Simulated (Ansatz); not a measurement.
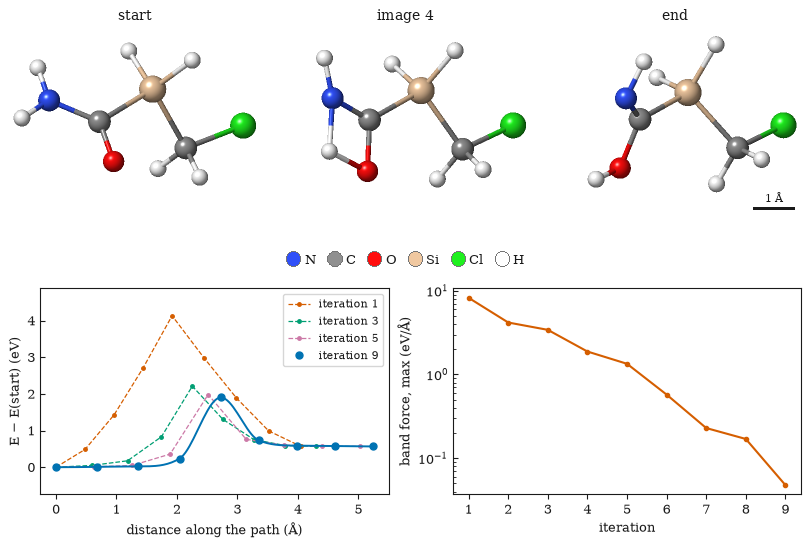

A nudged-elastic-band calculation for C₂H₆ClNOSi. Images are numbered from 0 (start) to 8 (end). The plot follows the band through its iterations. The picture is a ball-and-stick view, seen from a free direction.

Theory: Ansatz 0.2.0, RKS B3LYP-D4/def2-SVP. Run with 7 movable images; climbing image; force threshold 0.05 eV/Å; iteration limit 60; starting path through a guess of the saddle point.

Question: Did the band converge, and can the barrier be trusted?

Answer: The run is converged, with reservations. The band converged in 9 iterations. The largest component of the band force went from 8.2 to 0.048 eV/Å. The climbing image converged on the top of the path. Its vibrational analysis gives 2 imaginary modes over 30i cm⁻¹, so it isn't confirmed as a transition state. The first iteration put the highest image at 4.13 eV. The highest point, image 4, lies 1.90 eV above the start and 1.33 eV above the end; the end is at +0.57 eV relative to the start.

Cost: 4.4 min on 2 threads of Arm Neoverse V1 (shared host), peak memory 0.31 GiB.
